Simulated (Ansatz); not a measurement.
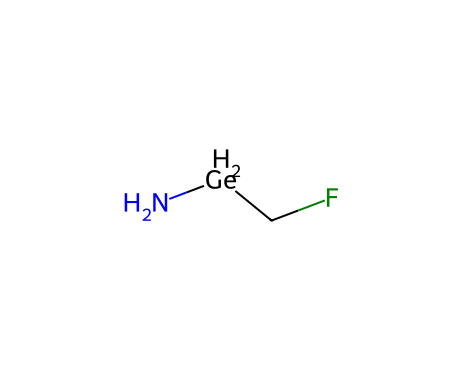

Figure made from data computed with Ansatz.

Skeletal drawing of a molecule.

Question: Transcribe the drawing into SMILES.

Answer: [NH2][GeH2][CH2]F

Question: What is the molecular formula?

Answer: CH6FGeN.

Question: An optimisation with PBE-D4/def2-SVP gave a structure of which point group?

Answer: C1. Other conformers may differ.
